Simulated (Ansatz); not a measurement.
**Molecular dynamics, with input and output: BH2Cl2OF (part 5 of 5)**

BH2Cl2OF; RKS revPBE/def2-SVP (Ansatz 0.2.0). It belongs to a series of runs on one base structure; here: dynamics from the highest image of the converged band.

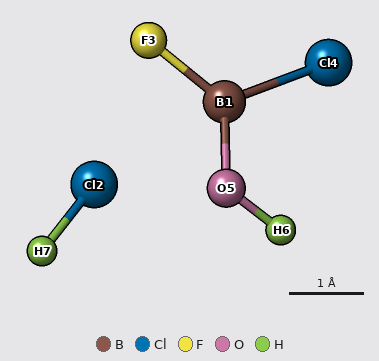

*The geometry at step 178 of the log (ball-and-stick view, seen at a tilt; atoms are numbered from 1 in the order of the input).*

Trajectory as extended XYZ, continued:
```
7
Properties=species:S:1:pos:R:3:forces:R:3 step=154 time_fs=77.0 energy=-30503.85453 temperature=1142.3
B    -0.0085   -0.6152   -0.5016   -0.4372   1.3358   0.2240
Cl   -0.0779    0.3309    2.4298    0.2532  -0.7009   0.5813
F     1.1189    0.0977   -0.4942    0.1373  -0.3197  -0.3581
Cl   -1.5243    0.2233   -0.9926    0.0844  -0.0558  -0.2241
O    -0.0458   -1.8721   -0.0454   -0.2966  -1.1918   0.2190
H    -0.9714   -2.2050    0.0137    0.5407   0.1451  -0.1415
H     0.3844   -0.8480    2.8324   -0.2817   0.7873  -0.3005
7
Properties=species:S:1:pos:R:3:forces:R:3 step=156 time_fs=78.0 energy=-30503.82694 temperature=1100.6
B    -0.0060   -0.6165   -0.5013   -0.6881   1.2537   0.1280
Cl   -0.0783    0.3373    2.4409    0.4793  -1.2242   0.7509
F     1.1166    0.0929   -0.4977    0.3345  -0.1917  -0.3288
Cl   -1.5248    0.2231   -0.9951    0.1181  -0.0664  -0.1823
O    -0.0439   -1.8785   -0.0625   -0.5313  -1.3275   0.3138
H    -0.9748   -2.2116    0.0116    0.7939   0.2550  -0.1914
H     0.4092   -0.8534    2.8625   -0.5065   1.3011  -0.4901
7
Properties=species:S:1:pos:R:3:forces:R:3 step=158 time_fs=79.0 energy=-30503.81755 temperature=1086.3
B    -0.0042   -0.6167   -0.5008   -0.9166   1.0766   0.0601
Cl   -0.0787    0.3433    2.4523    0.5868  -1.4264   0.8165
F     1.1144    0.0880   -0.5013    0.5305  -0.0573  -0.2988
Cl   -1.5253    0.2229   -0.9977    0.1444  -0.0722  -0.1412
O    -0.0423   -1.8856   -0.0795   -0.4396  -1.2434   0.3484
H    -0.9708   -2.2158    0.0077    0.7069   0.2282  -0.2096
H     0.4292   -0.8465    2.8880   -0.6125   1.4944  -0.5753
7
Properties=species:S:1:pos:R:3:forces:R:3 step=160 time_fs=80.0 energy=-30503.83799 temperature=1117.5
B    -0.0031   -0.6160   -0.5003   -1.1087   0.8198   0.0147
Cl   -0.0788    0.3489    2.4639    0.5677  -1.3262   0.7739
F     1.1125    0.0830   -0.5051    0.7126   0.0750  -0.2686
Cl   -1.5257    0.2227   -1.0002    0.1625  -0.0735  -0.1012
O    -0.0409   -1.8935   -0.0962   -0.0437  -0.9562   0.3181
H    -0.9602   -2.2179    0.0018    0.3015   0.0752  -0.1852
H     0.4435   -0.8255    2.9080   -0.5919   1.3859  -0.5516
7
Properties=species:S:1:pos:R:3:forces:R:3 step=162 time_fs=81.0 energy=-30503.87265 temperature=1170.5
B    -0.0031   -0.6145   -0.4998   -1.2531   0.5097  -0.0163
Cl   -0.0789    0.3542    2.4757    0.4073  -0.9263   0.6137
F     1.1109    0.0781   -0.5090    0.8672   0.1959  -0.2382
Cl   -1.5261    0.2225   -1.0028    0.1709  -0.0695  -0.0631
O    -0.0396   -1.9019   -0.1128    0.5184  -0.5417   0.2399
H    -0.9469   -2.2193   -0.0058   -0.2807  -0.1463  -0.1264
H     0.4521   -0.7914    2.9228   -0.4300   0.9782  -0.4097
7
Properties=species:S:1:pos:R:3:forces:R:3 step=164 time_fs=82.0 energy=-30503.89630 temperature=1206.7
B    -0.0041   -0.6126   -0.4993   -1.3400   0.1786  -0.0408
Cl   -0.0788    0.3593    2.4877    0.0918  -0.2349   0.3285
F     1.1098    0.0733   -0.5130    0.9809   0.2967  -0.2077
Cl   -1.5264    0.2223   -1.0055    0.1679  -0.0594  -0.0279
O    -0.0379   -1.9107   -0.1292    0.9731  -0.1322   0.1571
H    -0.9362   -2.2221   -0.0147   -0.7606  -0.3288  -0.0675
H     0.4568   -0.7481    2.9338   -0.1131   0.2801  -0.1417
7
Properties=species:S:1:pos:R:3:forces:R:3 step=166 time_fs=83.0 energy=-30503.89391 temperature=1203.1
B    -0.0064   -0.6105   -0.4988   -1.3601  -0.1422  -0.0647
Cl   -0.0787    0.3643    2.4997   -0.3494   0.6485  -0.0525
F     1.1092    0.0687   -0.5172    1.0413   0.3692  -0.1770
Cl   -1.5267    0.2220   -1.0081    0.1521  -0.0422   0.0033
O    -0.0357   -1.9196   -0.1455    1.0318   0.1408   0.1223
H    -0.9325   -2.2279   -0.0242   -0.8448  -0.3649  -0.0545
H     0.4604   -0.7023    2.9435    0.3291  -0.6092   0.2231
7
Properties=species:S:1:pos:R:3:forces:R:3 step=168 time_fs=84.0 energy=-30503.87227 temperature=1170.4
B    -0.0099   -0.6086   -0.4984   -1.3037  -0.4284  -0.0911
Cl   -0.0786    0.3694    2.5118   -0.7816   1.4366  -0.4153
F     1.1091    0.0642   -0.5214    1.0386   0.4073  -0.1460
Cl   -1.5270    0.2217   -1.0107    0.1235  -0.0188   0.0300
O    -0.0329   -1.9284   -0.1617    0.6374   0.2420   0.1565
H    -0.9366   -2.2371   -0.0343   -0.4763  -0.2366  -0.1047
H     0.4672   -0.6622    2.9553    0.7620  -1.4021   0.5706
7
Properties=species:S:1:pos:R:3:forces:R:3 step=170 time_fs=85.0 energy=-30503.86097 temperature=1153.5
B    -0.0145   -0.6070   -0.4981   -1.1631  -0.6643  -0.1215
Cl   -0.0788    0.3749    2.5237   -0.9791   1.7273  -0.5791
F     1.1095    0.0600   -0.5257    0.9678   0.4073  -0.1142
Cl   -1.5272    0.2215   -1.0133    0.0840   0.0086   0.0524
O    -0.0297   -1.9370   -0.1778    0.0228   0.2506   0.2308
H    -0.9452   -2.2486   -0.0454    0.1079  -0.0325  -0.1882
H     0.4811   -0.6353    2.9725    0.9597  -1.6970   0.7199
7
Properties=species:S:1:pos:R:3:forces:R:3 step=172 time_fs=86.0 energy=-30503.88010 temperature=1182.5
B    -0.0201   -0.6060   -0.4979   -0.9369  -0.8434  -0.1570
Cl   -0.0793    0.3809    2.5355   -0.8026   1.3449  -0.4425
F     1.1104    0.0559   -0.5300    0.8304   0.3698  -0.0813
Cl   -1.5274    0.2212   -1.0159    0.0364   0.0370   0.0712
O    -0.0264   -1.9455   -0.1938   -0.5109   0.2746   0.2985
H    -0.9528   -2.2604   -0.0583    0.6007   0.1353  -0.2582
H     0.5040   -0.6242    2.9963    0.7829  -1.3182   0.5691
7
Properties=species:S:1:pos:R:3:forces:R:3 step=174 time_fs=87.0 energy=-30503.90839 temperature=1225.4
B    -0.0266   -0.6058   -0.4978   -0.6336  -0.9650  -0.1991
Cl   -0.0800    0.3873    2.5472   -0.3492   0.5376  -0.0939
F     1.1118    0.0520   -0.5345    0.6351   0.2999  -0.0466
Cl   -1.5276    0.2209   -1.0185   -0.0160   0.0638   0.0876
O    -0.0235   -1.9539   -0.2097   -0.7773   0.3810   0.3285
H    -0.9548   -2.2709   -0.0737    0.8122   0.1972  -0.2835
H     0.5342   -0.6254    3.0255    0.3288  -0.5144   0.2069
7
Properties=species:S:1:pos:R:3:forces:R:3 step=176 time_fs=88.0 energy=-30503.91378 temperature=1233.7
B    -0.0337   -0.6064   -0.4979   -0.2730  -1.0327  -0.2495
Cl   -0.0807    0.3938    2.5588    0.1595  -0.2912   0.2875
F     1.1134    0.0483   -0.5389    0.3974   0.2060  -0.0097
Cl   -1.5278    0.2207   -1.0211   -0.0700   0.0870   0.1024
O    -0.0211   -1.9620   -0.2253   -0.7168   0.5886   0.3122
H    -0.9492   -2.2797   -0.0917    0.6837   0.1315  -0.2555
H     0.5675   -0.6316    3.0566   -0.1808   0.3109  -0.1875
7
Properties=species:S:1:pos:R:3:forces:R:3 step=178 time_fs=89.0 energy=-30503.89088 temperature=1198.7
B    -0.0409   -0.6079   -0.4982    0.1168  -1.0513  -0.3089
Cl   -0.0814    0.4002    2.5705    0.5631  -0.8964   0.5792
F     1.1153    0.0447   -0.5433    0.1364   0.0982   0.0293
Cl   -1.5280    0.2204   -1.0236   -0.1222   0.1055   0.1165
O    -0.0190   -1.9697   -0.2407   -0.3660   0.8773   0.2591
H    -0.9373   -2.2872   -0.1121    0.2572  -0.0460  -0.1840
H     0.5991   -0.6349    3.0860   -0.5853   0.9127  -0.4912
7
Properties=species:S:1:pos:R:3:forces:R:3 step=180 time_fs=90.0 energy=-30503.85749 temperature=1147.7
B    -0.0481   -0.6104   -0.4988    0.5024  -1.0262  -0.3768
Cl   -0.0820    0.4064    2.5824    0.8024  -1.2165   0.7411
F     1.1172    0.0412   -0.5477   -0.1274  -0.0136   0.0697
Cl   -1.5283    0.2203   -1.0261   -0.1697   0.1189   0.1303
O    -0.0172   -1.9769   -0.2560    0.1242   1.1829   0.1973
H    -0.9230   -2.2953   -0.1343   -0.3067  -0.2751  -0.0976
H     0.6253   -0.6297    3.1108   -0.8253   1.2296  -0.6640
7
Properties=species:S:1:pos:R:3:forces:R:3 step=182 time_fs=91.0 energy=-30503.83899 temperature=1119.5
B    -0.0549   -0.6138   -0.4998    0.8515  -0.9626  -0.4517
Cl   -0.0824    0.4123    2.5945    0.8667  -1.2656   0.7705
F     1.1191    0.0376   -0.5521   -0.3755  -0.1206   0.1105
Cl   -1.5286    0.2201   -1.0286   -0.2096   0.1273   0.1443
O    -0.0153   -1.9834   -0.2712    0.4820   1.3939   0.1677
H    -0.9115   -2.3059   -0.1575   -0.7251  -0.4482  -0.0385
H     0.6436   -0.6128    3.1293   -0.8899   1.2757  -0.7027
7
Properties=species:S:1:pos:R:3:forces:R:3 step=184 time_fs=92.0 energy=-30503.85110 temperature=1137.9
B    -0.0608   -0.6181   -0.5011    1.1383  -0.8655  -0.5317
Cl   -0.0825    0.4178    2.6068    0.7465  -1.0581   0.6661
F     1.1208    0.0340   -0.5564   -0.5935  -0.2165   0.1506
Cl   -1.5289    0.2200   -1.0310   -0.2392   0.1308   0.1587
O    -0.0131   -1.9891   -0.2862    0.4544   1.4020   0.1990
H    -0.9067   -2.3207   -0.1810   -0.7367  -0.4582  -0.0367
H     0.6536   -0.5839    3.1411   -0.7697   1.0656  -0.6061
7
Properties=species:S:1:pos:R:3:forces:R:3 step=186 time_fs=93.0 energy=-30503.87983 temperature=1181.4
B    -0.0658   -0.6231   -0.5029    1.3490  -0.7393  -0.6148
Cl   -0.0824    0.4230    2.6192    0.4228  -0.5959   0.4199
F     1.1221    0.0302   -0.5607   -0.7723  -0.2973   0.1887
Cl   -1.5294    0.2199   -1.0334   -0.2559   0.1282   0.1744
O    -0.0107   -1.9939   -0.3012    0.0345   1.1901   0.2795
H    -0.9088   -2.3398   -0.2050   -0.3326  -0.2871  -0.0816
H     0.6563   -0.5449    3.1473   -0.4456   0.6013  -0.3661
7
Properties=species:S:1:pos:R:3:forces:R:3 step=188 time_fs=94.0 energy=-30503.88912 temperature=1195.2
B    -0.0696   -0.6288   -0.5053    1.4811  -0.5881  -0.6990
Cl   -0.0822    0.4281    2.6318   -0.1025   0.0879   0.0402
F     1.1231    0.0263   -0.5648   -0.9072  -0.3611   0.2238
Cl   -1.5298    0.2198   -1.0357   -0.2572   0.1177   0.1922
O    -0.0082   -1.9980   -0.3159   -0.5294   0.8518   0.3677
H    -0.9139   -2.3616   -0.2297    0.2347  -0.0239  -0.1335
H     0.6548   -0.5004    3.1500    0.0804  -0.0844   0.0086
7
Properties=species:S:1:pos:R:3:forces:R:3 step=190 time_fs=95.0 energy=-30503.86170 temperature=1153.6
B    -0.0720   -0.6350   -0.5083    1.5398  -0.4174  -0.7815
Cl   -0.0821    0.4332    2.6444   -0.7303   0.8426  -0.3972
F     1.1236    0.0223   -0.5689   -0.9971  -0.4071   0.2549
Cl   -1.5304    0.2198   -1.0380   -0.2420   0.0976   0.2125
O    -0.0061   -2.0016   -0.3305   -0.9584   0.5133   0.4299
H    -0.9168   -2.3836   -0.2557    0.6788   0.2116  -0.1602
H     0.6542   -0.4567    3.1528    0.7091  -0.8407   0.4417
7
Properties=species:S:1:pos:R:3:forces:R:3 step=192 time_fs=96.0 energy=-30503.82735 temperature=1101.7
B    -0.0731   -0.6415   -0.5120    1.5324  -0.2349  -0.8590
Cl   -0.0821    0.4386    2.6569   -1.2078   1.3594  -0.7165
F     1.1237    0.0180   -0.5728   -1.0421  -0.4346   0.2810
Cl   -1.5310    0.2198   -1.0402   -0.2105   0.0675   0.2350
O    -0.0045   -2.0049   -0.3448   -1.0945   0.2669   0.4555
H    -0.9134   -2.4037   -0.2832    0.8351   0.3347  -0.1530
H     0.6603   -0.4208    3.1598    1.1874  -1.3590   0.7571
7
Properties=species:S:1:pos:R:3:forces:R:3 step=194 time_fs=97.0 energy=-30503.83206 temperature=1108.9
B    -0.0728   -0.6483   -0.5164    1.4647  -0.0505  -0.9278
Cl   -0.0825    0.4442    2.6691   -1.2498   1.3473  -0.7344
F     1.1232    0.0135   -0.5766   -1.0425  -0.4427   0.3017
Cl   -1.5317    0.2198   -1.0424   -0.1648   0.0284   0.2585
O    -0.0036   -2.0080   -0.3588   -0.8971   0.1595   0.4519
H    -0.9023   -2.4207   -0.3121    0.6593   0.3065  -0.1210
H     0.6775   -0.3977    3.1739    1.2301  -1.3485   0.7711
7
Properties=species:S:1:pos:R:3:forces:R:3 step=196 time_fs=98.0 energy=-30503.87201 temperature=1169.3
B    -0.0713   -0.6551   -0.5217    1.3393   0.1254  -0.9851
Cl   -0.0832    0.4503    2.6812   -0.8133   0.8268  -0.4405
F     1.1221    0.0088   -0.5802   -0.9982  -0.4303   0.3167
Cl   -1.5324    0.2198   -1.0445   -0.1079  -0.0173   0.2815
O    -0.0032   -2.0110   -0.3725   -0.4164   0.1920   0.4363
H    -0.8850   -2.4348   -0.3422    0.2021   0.1330  -0.0823
H     0.7062   -0.3872    3.1951    0.7943  -0.8296   0.4733
7
Properties=species:S:1:pos:R:3:forces:R:3 step=198 time_fs=99.0 energy=-30503.89823 temperature=1209.3
B    -0.0685   -0.6619   -0.5278    1.1559   0.2827  -1.0294
Cl   -0.0841    0.4566    2.6932   -0.1426   0.1105  -0.0090
F     1.1206    0.0038   -0.5836   -0.9085  -0.3955   0.3262
Cl   -1.5332    0.2199   -1.0465   -0.0436  -0.0661   0.3024
O    -0.0030   -2.0139   -0.3860    0.1838   0.2982   0.4281
H    -0.8658   -2.4477   -0.3731   -0.3694  -0.1150  -0.0564
H     0.7423   -0.3844    3.2208    0.1244  -0.1148   0.0381
7
Properties=species:S:1:pos:R:3:forces:R:3 step=200 time_fs=100.0 energy=-30503.88782 temperature=1193.9
B    -0.0647   -0.6683   -0.5349    0.9142   0.4137  -1.0605
Cl   -0.0850    0.4629    2.7052    0.4822  -0.5048   0.3776
F     1.1186   -0.0013   -0.5869   -0.7733  -0.3366   0.3307
Cl   -1.5339    0.2199   -1.0484    0.0237  -0.1142   0.3193
O    -0.0028   -2.0166   -0.3992    0.6261   0.3343   0.4363
H    -0.8501   -2.4616   -0.4046   -0.7734  -0.2915  -0.0518
H     0.7797   -0.3829    3.2469   -0.4996   0.4992  -0.3517
```

This output came from the following input.

Input file:
```yaml
crystal:
  periodic: [false, false, false]
  atoms:
    - { symbol: B, position_ang: [-0.02123, -0.318267, -0.088297] }
    - { symbol: Cl, position_ang: [-0.109885, 0.178195, 2.091685] }
    - { symbol: F, position_ang: [1.169429, 0.117766, -0.506716] }
    - { symbol: Cl, position_ang: [-1.513437, 0.234812, -0.916488] }
    - { symbol: O, position_ang: [-0.026144, -1.761088, 0.346723] }
    - { symbol: H, position_ang: [-0.894691, -2.160443, 0.132526] }
    - { symbol: H, position_ang: [-0.075543, -1.252175, 1.504569] }
basis:
  gaussian: { orbitals: def2-SVP }
hamiltonian:
  xc: revpbe
md:
  timestep: 0.5
  n_steps: 200
  ensemble: nve
  temperature: 100.0
  initial_velocities: maxwell_boltzmann
  seed: 7835
```

Launched with:
```bash
ansatz run input.yaml --threads 2 --pin off --max-ram 3072MiB --backend cpu --events-out ev --progress --plain --runs-dir out
```

Key numbers:

```json
{"quantity": "outcome", "value": "finished"}
{"quantity": "mean temperature over the second half", "value": "1016 K"}
{"quantity": "trajectory", "value": "200 steps, 100 fs"}
{"quantity": "ensemble", "value": "nve"}
{"quantity": "temperature in the input", "value": "100.0 K"}
{"quantity": "time step", "value": "0.5 fs"}
{"quantity": "potential energy (last step)", "value": "−30503.8879 eV"}
{"quantity": "mean-field energy (last step)", "value": "−30503.8879 eV"}
{"quantity": "largest force (length of the vector) (last step)", "value": "1.460 eV/Å"}
{"quantity": "hardware", "value": "2 threads of Arm Neoverse V1, 24 GiB of memory available, shared host"}
{"quantity": "wall time", "value": "4.1 min (CPU time 7.9 min)"}
{"quantity": "peak memory", "value": "0.12 GiB"}
```

Remarks:

So short a trajectory is not equilibrated.
